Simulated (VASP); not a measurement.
# Nb3Sn with PBEsol: from relaxation to properties, part 3 of 7

Aim: relax Nb3Sn, then compute properties on the relaxed cell. The start is a cell from a database of measured crystal structures.

VASP 6.6.1; PBEsol; plane waves and PAW (Nb_sv, Sn_d).

So far. Step 3 (Second relaxation): It ends with forces that vanish by symmetry and a pressure of -0.06 GPa. The volume moved by under 0.01 %: the run met its threshold at the first step. Step 4 (Single point with fields (PBEsol)): In this run the pressure is -0.07 GPa, small enough to go on.

## (5) Bands along the symmetry lines (PBEsol)

The mesh alone shows little of the dispersion and can miss band extrema, so KPOINTS_OPT adds a path through the symmetry points after the self-consistent cycle.

Contents of INCAR:

```
SYSTEM = Nb3Sn
PREC = Accurate
ENCUT = 400
EDIFF = 1E-06
NELM = 100
ISMEAR = 1
SIGMA = 0.2
LREAL = .FALSE.
ALGO = Normal
GGA = PS
NBANDS = 77
LASPH = .TRUE.
LORBIT = 11
LWAVE = .FALSE.
LCHARG = .FALSE.
KPAR = 4
```

Contents of POSCAR:

```
Nb3Sn
1.0
    5.2498892567      0.0000000000      0.0000000000
    0.0000000000      5.2498892567      0.0000000000
    0.0000000000      0.0000000000      5.2498892567
Nb Sn
6 2
Direct
    0.2500000000      0.0000000000      0.5000000000
    0.5000000000      0.7500000000      0.0000000000
    0.7500000000      0.0000000000      0.5000000000
    0.5000000000      0.2500000000      0.0000000000
    0.0000000000      0.5000000000      0.7500000000
    0.0000000000      0.5000000000      0.2500000000
    0.0000000000      0.0000000000      0.0000000000
    0.5000000000      0.5000000000      0.5000000000
```

Contents of KPOINTS:

```
Automatic mesh
0
Gamma
4 4 4
0 0 0
```

Contents of KPOINTS_OPT:

```
Line mode
12
Line-mode
Reciprocal
  0.00000000   0.00000000   0.00000000 GAMMA
  0.00000000   0.50000000   0.00000000 X

  0.00000000   0.50000000   0.00000000 X
  0.50000000   0.50000000   0.00000000 M

  0.50000000   0.50000000   0.00000000 M
  0.00000000   0.00000000   0.00000000 GAMMA

  0.00000000   0.00000000   0.00000000 GAMMA
  0.50000000   0.50000000   0.50000000 R

  0.50000000   0.50000000   0.50000000 R
  0.00000000   0.50000000   0.00000000 X

  0.50000000   0.50000000   0.00000000 M
  0.50000000   0.50000000   0.50000000 R
```

The projector-augmented-wave data sets are Nb_sv and Sn_d (PBE family, release 64).

Command:

```
$ mpirun -np 4 vasp_std
```

Output:

```text
[... set-up lines as in an earlier step ...]
 entering main loop
       N       E                     dE             d eps       ncg     rms          rms(c)
DAV:   1     0.149101326382E+04    0.14910E+04   -0.42081E+04  1633   0.158E+03
DAV:   2     0.137087044121E+03   -0.13539E+04   -0.12995E+04  1572   0.589E+02
DAV:   3    -0.545376742954E+02   -0.19162E+03   -0.18137E+03  2034   0.193E+02
DAV:   4    -0.779554987704E+02   -0.23418E+02   -0.22909E+02  2368   0.581E+01
DAV:   5    -0.793629416750E+02   -0.14074E+01   -0.13974E+01  2688   0.134E+01    0.195E+01
DAV:   6    -0.763024164318E+02    0.30605E+01   -0.69173E+00  2208   0.121E+01    0.640E+00
DAV:   7    -0.759756854154E+02    0.32673E+00   -0.16787E+00  2368   0.556E+00    0.256E+00
DAV:   8    -0.759654046622E+02    0.10281E-01   -0.13752E-01  2379   0.178E+00    0.625E-01
DAV:   9    -0.759660975652E+02   -0.69290E-03   -0.18246E-02  2440   0.732E-01    0.259E-01
DAV:  10    -0.759662331990E+02   -0.13563E-03   -0.15842E-03  2254   0.210E-01    0.370E-02
DAV:  11    -0.759661938869E+02    0.39312E-04   -0.14310E-04  2192   0.662E-02    0.213E-02
DAV:  12    -0.759661908835E+02    0.30034E-05   -0.11678E-05  2323   0.176E-02    0.445E-03
DAV:  13    -0.759661899861E+02    0.89742E-06   -0.97835E-07  1304   0.515E-03
   1 F= -.75966190E+02 E0= -.75954610E+02  d E =-.347399E-01
 Start KPOINTS_OPT (optional k-point list driver)
k-point batch [1-10\72]
       N       E                     dE             ncg
DAV:   1     0.546561829873E+04   -0.81259E+03     1632
DAV:   2    -0.819011906191E+04   -0.13656E+05     1572
DAV:   3    -0.101909667543E+05   -0.20008E+04     2105
DAV:   4    -0.104011195927E+05   -0.21015E+03     2320
DAV:   5    -0.104121905182E+05   -0.11071E+02     2680
DAV:   6    -0.104126698949E+05   -0.47938E+00     2566
DAV:   7    -0.104126911681E+05   -0.21273E-01     2576
DAV:   8    -0.104126925640E+05   -0.13959E-02     2446
DAV:   9    -0.104126926670E+05   -0.10306E-03     2088
DAV:  10    -0.104126926756E+05   -0.85897E-05     1640
DAV:  11    -0.104126926763E+05   -0.70115E-06     1408
[...]
k-point batch [71-72\72]
       N       E                     dE             ncg
DAV:   1     0.217215273160E+05   -0.43833E+04      329
DAV:   2     0.189676830259E+05   -0.27538E+04      308
DAV:   3     0.185740320480E+05   -0.39365E+03      424
DAV:   4     0.185294596646E+05   -0.44572E+02      432
DAV:   5     0.185272256976E+05   -0.22340E+01      560
DAV:   6     0.185271661207E+05   -0.59577E-01      496
DAV:   7     0.185271630819E+05   -0.30389E-02      504
DAV:   8     0.185271628988E+05   -0.18302E-03      488
DAV:   9     0.185271628850E+05   -0.13791E-04      448
DAV:  10     0.185271628839E+05   -0.11103E-05      304
DAV:  11     0.185271628838E+05   -0.10137E-06      232
```

Elapsed: 2.9 min, on 4 MPI ranks of AMD EPYC 7R32 (Zen 2), shared host; peak memory 1 GiB.

Parts of OUTCAR (step 5):

```text
   k-points           NKPTS =     10   k-points in BZ     NKDIM =     10   number of bands    NBANDS=     77

   NELECT =     106.0000    total number of electrons

 E-fermi :  11.5923

 k-point     1 :       0.0000    0.0000    0.0000
  band No.  band energies     occupation
    ...
     50      11.0163      2.00036
     51      11.0163      2.00036
     52      11.0163      2.00036
     53      11.5028      1.67968
     54      11.5028      1.67968
     55      14.0061     -0.00000
     56      14.0061     -0.00000
     57      14.0061     -0.00000
     58      14.1344     -0.00000
     59      15.1550     -0.00000
    ...

  Total       -0.0543850     -0.0543850     -0.0543850     -0.0000000     -0.0000000      0.0000000
  in kB       -0.6021975     -0.6021975     -0.6021975     -0.0000000     -0.0000000      0.0000000
  external PRESSURE =      -0.6021975 kB  Pullay stress =       0.0000000 kB

 POSITION                                       TOTAL-FORCE (eV/Angst)
 -----------------------------------------------------------------------------------
      1.31247      0.00000      2.62494         0.000000      0.000000     -0.000000
      2.62494      3.93742      0.00000        -0.000000     -0.000000     -0.000000
      3.93742      0.00000      2.62494        -0.000000      0.000000      0.000000
      2.62494      1.31247      0.00000         0.000000      0.000000      0.000000
      0.00000      2.62494      3.93742        -0.000000      0.000000     -0.000000
      0.00000      2.62494      1.31247         0.000000     -0.000000      0.000000
      0.00000      0.00000      0.00000        -0.000000     -0.000000      0.000000
      2.62494      2.62494      2.62494        -0.000000     -0.000000      0.000000
 -----------------------------------------------------------------------------------
    total drift:                                0.000000      0.000000     -0.000000

  FREE ENERGIE OF THE ION-ELECTRON SYSTEM (eV)
  ---------------------------------------------------
  free  energy   TOTEN  =       -75.9661899861 eV

  energy  without entropy=      -75.9314500500  energy(sigma->0) =      -75.95461001

[... 9 parts as in an earlier step ...]

[... 7 further parts left out ...]
```

Spin-orbit coupling is off here; with elements this heavy it splits and shifts levels by tenths of an eV or more.

This step gave:

* bands: 77
* pressure: -0.06022 GPa

Electronic bands along the path, in eV, zero at the Fermi level; # counts the bands kept, so #1 is VASP's band 35:

```
    point    #17    #18    #19    #20   #21   #22   #23   #24
        Γ  -0.58  -0.58  -0.09  -0.09  2.41  2.41  2.41  2.54
        X  -0.89  -0.89  -0.39  -0.39  1.54  1.54  2.21  2.21
        M   0.13   0.13   0.19   0.57  0.62  0.62  0.76  0.87
        Γ  -0.58  -0.58  -0.09  -0.09  2.41  2.41  2.41  2.54
        R  -0.01  -0.01   0.11   0.11  0.11  0.11  0.11  0.11
        X  -0.89  -0.89  -0.39  -0.39  1.54  1.54  2.21  2.21
jump to M   0.13   0.13   0.19   0.57  0.62  0.62  0.76  0.87
        R  -0.01  -0.01   0.11   0.11  0.11  0.11  0.11  0.11
```

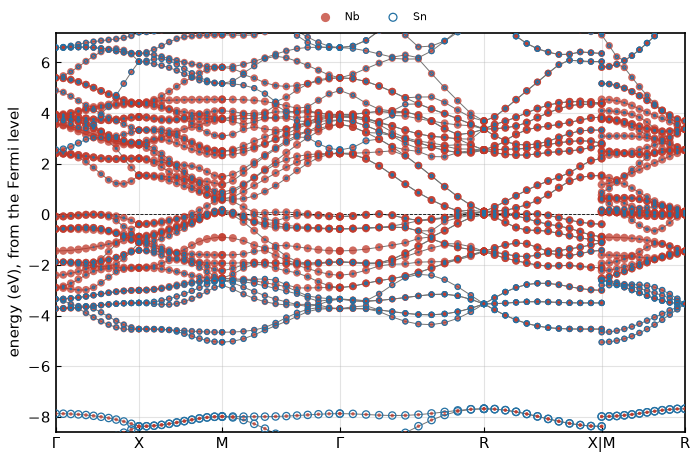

Electronic bands along the path; dots are coloured as in the legend, and their area grows with the weight.

There is no gap at this level.

## (6) Density of states (PBEsol)

A density of states needs more k-points than a total energy; ISMEAR = -5 takes tetrahedra, and LORBIT projects the states on the PAW spheres. The mesh is finer than in the run before.

INCAR: that of step 5 with these lines changed.

```diff
@@ -5,3 +5,3 @@
 NELM = 100
-ISMEAR = 1
+ISMEAR = -5
 SIGMA = 0.2
@@ -16 +16,2 @@
 KPAR = 4
+NEDOS = 2001
```

POSCAR is that of step 5.

Contents of KPOINTS:

```
Automatic mesh
0
Gamma
6 6 6
0 0 0
```

Command:

```
$ mpirun -np 4 vasp_std
```

Output:

```text
[... set-up lines as in an earlier step ...]
 entering main loop
       N       E                     dE             d eps       ncg     rms          rms(c)
DAV:   1     0.147988860732E+04    0.14799E+04   -0.42242E+04  3287   0.157E+03
DAV:   2     0.136055697388E+03   -0.13438E+04   -0.12906E+04  3112   0.592E+02
DAV:   3    -0.566983985591E+02   -0.19275E+03   -0.18252E+03  4134   0.191E+02
DAV:   4    -0.780563453659E+02   -0.21358E+02   -0.20790E+02  4576   0.574E+01
DAV:   5    -0.793489357222E+02   -0.12926E+01   -0.12825E+01  5472   0.127E+01    0.195E+01
DAV:   6    -0.762650614538E+02    0.30839E+01   -0.65089E+00  4312   0.118E+01    0.641E+00
DAV:   7    -0.759358951947E+02    0.32917E+00   -0.17809E+00  4792   0.563E+00    0.261E+00
DAV:   8    -0.759248603145E+02    0.11035E-01   -0.12477E-01  4672   0.167E+00    0.857E-01
DAV:   9    -0.759251065758E+02   -0.24626E-03   -0.19363E-02  4848   0.726E-01    0.285E-01
DAV:  10    -0.759252649112E+02   -0.15834E-03   -0.20326E-03  4288   0.236E-01    0.321E-02
DAV:  11    -0.759252394388E+02    0.25472E-04   -0.18556E-04  4584   0.739E-02    0.254E-02
DAV:  12    -0.759252418283E+02   -0.23895E-05   -0.14031E-05  4600   0.182E-02    0.458E-03
DAV:  13    -0.759252421494E+02   -0.32113E-06   -0.14270E-06  2760   0.650E-03
   1 F= -.75925242E+02 E0= -.75925242E+02  d E =0.000000E+00
 -----------------------------------------------------------------------------
|                                                                             |
|           W    W    AA    RRRRR   N    N  II  N    N   GGGG   !!!           |
|           W    W   A  A   R    R  NN   N  II  NN   N  G    G  !!!           |
|           W    W  A    A  R    R  N N  N  II  N N  N  G       !!!           |
|           W WW W  AAAAAA  RRRRR   N  N N  II  N  N N  G  GGG   !            |
|           WW  WW  A    A  R   R   N   NN  II  N   NN  G    G                |
|           W    W  A    A  R    R  N    N  II  N    N   GGGG   !!!           |
|                                                                             |
|     Tetrahedron method does not include variations of the Fermi             |
|     occupations, so forces and stress will be inaccurate. We suggest        |
|     using a different smearing scheme ISMEAR = 1 or 2 for metals in         |
|     relaxations.                                                            |
|                                                                             |
 -----------------------------------------------------------------------------
```

It took 50 s on 4 MPI ranks; peak memory 0.99 GiB; 3 min of CPU time.

From OUTCAR (step 6):

```text
   k-points           NKPTS =     20   k-points in BZ     NKDIM =     20   number of bands    NBANDS=     77

   NELECT =     106.0000    total number of electrons

 E-fermi :  11.5516

 k-point     1 :       0.0000    0.0000    0.0000
  band No.  band energies     occupation
    ...
     50      11.0118      2.00000
     51      11.0118      2.00000
     52      11.0118      2.00000
     53      11.5052      2.64546
     54      11.5052      1.25534
     55      14.0063      0.00000
     56      14.0063      0.00000
     57      14.0063      0.00000
     58      14.1318      0.00000
     59      15.1511      0.00000
    ...

  Total        0.1168840      0.1168840      0.1168840     -0.0000000      0.0000000     -0.0000000
  in kB        1.2942411      1.2942411      1.2942411     -0.0000000      0.0000000     -0.0000000
  external PRESSURE =       1.2942411 kB  Pullay stress =       0.0000000 kB

 POSITION                                       TOTAL-FORCE (eV/Angst)
 -----------------------------------------------------------------------------------
      1.31247      0.00000      2.62494         0.000000     -0.000000     -0.000000
      2.62494      3.93742      0.00000         0.000000     -0.000000      0.000000
      3.93742      0.00000      2.62494        -0.000000     -0.000000      0.000000
      2.62494      1.31247      0.00000         0.000000      0.000000     -0.000000
      0.00000      2.62494      3.93742        -0.000000     -0.000000     -0.000000
      0.00000      2.62494      1.31247        -0.000000     -0.000000     -0.000000
      0.00000      0.00000      0.00000        -0.000000      0.000000     -0.000000
      2.62494      2.62494      2.62494        -0.000000      0.000000     -0.000000
 -----------------------------------------------------------------------------------
    total drift:                                0.000000      0.000000     -0.000000

  FREE ENERGIE OF THE ION-ELECTRON SYSTEM (eV)
  ---------------------------------------------------
  free  energy   TOTEN  =       -75.9252421494 eV

  energy  without entropy=      -75.9252421494  energy(sigma->0) =      -75.92524215

[... 7 parts as in an earlier step ...]

[... 9 further parts left out ...]
```

The DOS at the Fermi level is high for the number of transition-metal atoms. It is one value on this mesh and may be a narrow spike; if it stands, a magnetic instability is possible, which a run without spin can't show. With tetrahedra the forces and stress of a metal are not exact derivatives of the energy.

Numbers from this step:

```yaml
irreducible_k_points: 20
free_energy_toten: -75.9252 eV
fermi_energy: 11.55 eV
pressure: 0.1294 GPa
dos_at_the_fermi_level: 17.80 states/eV/cell
```

The density of states has structure finer than the step of the table below, so its rows give means over 1 eV, whole bins alone (the curve runs from -12.0 to 2.37 eV). Peaks (eV: height): total -8.0: 11.2, -1.8: 15.8, -0.5: 17.3, 0.0: 17.9; Nb d -1.8: 8.27, -1.2: 5.62, -0.5: 9.40, 0.0: 10.0; Sn p -4.4: 1.58, -3.5: 1.64, -2.7: 1.56, -2.0: 0.531; Nb p -8.0: 0.317, -1.8: 0.521, -0.5: 0.530, 0.0: 0.699; Nb s -4.4: 1.14, -3.5: 0.480, -1.8: 0.255, -1.2: 0.218.

States under -12.0 eV and over 2.4 eV are left out. Density of states against energy, zero at the Fermi level; means over each step; values in states/eV/cell:

```
energy (eV)  total    Nb d     Sn p     Nb p    Nb s     Sn s
        -10      0       0        0        0       0        0
         -9  0.625  0.0114  0.00194  0.00973  0.0497    0.288
         -8   3.38   0.210  0.00452   0.0977  0.0815     1.79
         -7      0       0        0        0       0        0
         -6      0       0        0        0       0        0
         -5  0.840   0.122    0.147   0.0168   0.105   0.0121
         -4   4.19   0.817    0.747    0.102   0.422   0.0407
         -3   7.18    2.39     1.34    0.190   0.220  0.00525
         -2   8.89    4.62    0.395    0.259   0.174   0.0177
         -1   6.68    3.72    0.152    0.194  0.0890   0.0145
          0   8.58    4.79    0.198    0.296  0.0647   0.0198
          1   4.00    2.67   0.0782   0.0942  0.0151  0.00481
```

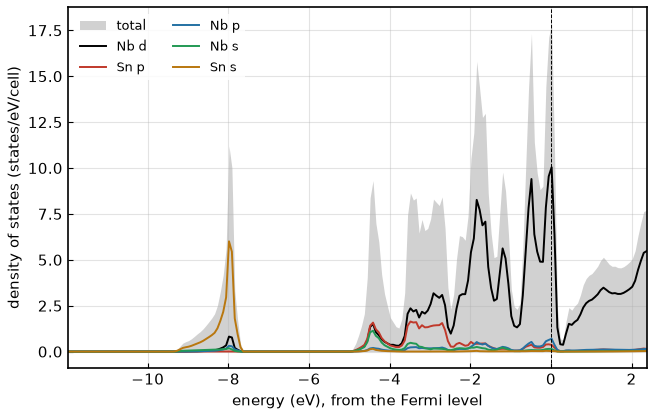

Density of states, plotted against energy.

The finer mesh and the other smearing move the Fermi level by -0.04 eV from the 4×4×4 run, a small shift, which tests the Fermi level alone. Of the states within 0.3 eV of the Fermi level, the largest shares in the PAW spheres are Nb d 56 %. The rest lies in smaller channels or between the spheres.

[end of part 3 of 7]

[Lines on the potential files, build, host, timing and source positions are cut from VASP's logs without a mark.]

[Logs are printed without paths, hosts, clocks, repeated set-up lines and the standing remarks that a program may print on its own settings, such as how far it seeks lower states.]

[Hosts, paths, dates, database ids (printed as entryN), source tags and the programs' standing remarks are cut or masked in the printed files.]

[A measured line is paired with the nearest computed mode of its activity, which favours agreement.]
